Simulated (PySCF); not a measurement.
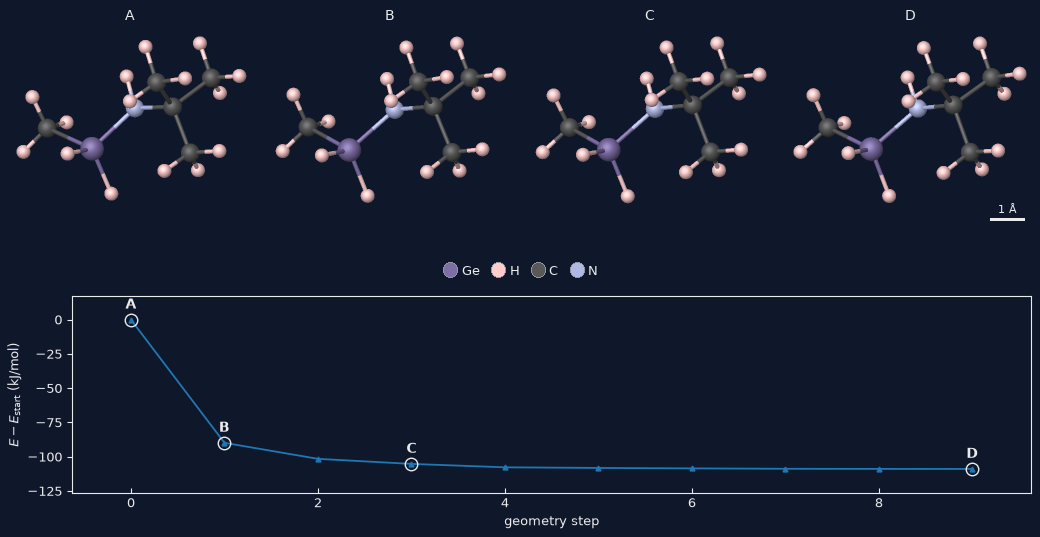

Frames of a relaxation of C5H15GeN, marked on the history of the run. Style: ball-and-stick. Shown at a tilt.

The start comes from GFN2-xTB. Its atoms were then displaced at random by about 0.03 Å.

The calculation used PBE0-D3(BJ)/def2-SVP geometry optimisation, gas phase in PySCF. 

What happens along the run?

Answer. The atom that moves furthest after the best rigid fit is an H atom (0.16 Å). By element the largest moves are H 0.16 Å, N 0.14 Å, Ge 0.12 Å, C 0.06 Å. Some distances before and after: Ge–H 1.403 → 1.553 Å, C–H 1.197 → 1.100 Å, Ge–N 1.756 → 1.840 Å, C–Ge 2.029 → 1.948 Å. Bond angles that change, for instance: H–C–H 101.7° → 108.5°, H–C–H 114.1° → 108.0°, C–C–H 105.3° → 110.8°. The energy falls by 108.9 kJ/mol in 9 geometry steps. The run took 82 s on 2 threads of Intel(R) Xeon(R) 6975P-C (shared host). From step 0 to 1: an H atom moves most (0.18 Å), energy −89.8 kJ/mol. From step 1 to 3: an H atom moves most (0.08 Å), energy −15.4 kJ/mol. From step 3 to 9: an H atom moves most (0.19 Å), energy −3.68 kJ/mol.
